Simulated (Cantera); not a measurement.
Feed: 1 mol TiN, 11 mol HCl, 1.1 mol Cl2, held at 0.0230 bar.

Equilibrium computed with Cantera from the NASA thermochemical tables; the gas is ideal and each condensed phase is pure. Candidate condensed phases: NH4Cl, Ti, TiCl2, TiCl3, TiCl4, TiN; 17 gas species. The tables' values for TiCl2 are old estimates; treat these amounts as uncertain. Kinetics and transport are ignored.

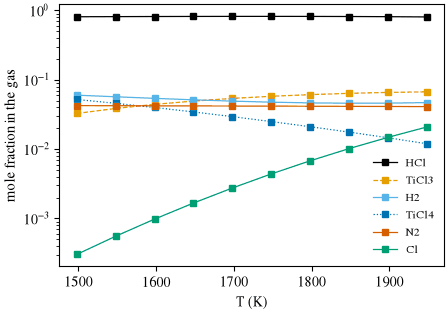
Figure. Equilibrium gas composition (values under 1e-9 drawn at 1e-9)

Task: Read off the mole fractions at 1548 K.

Result: HCl about 0.82, H2 about 0.057, TiCl4 about 0.046, N2 about 0.042, TiCl3 about 0.039, Cl about 0.00055.
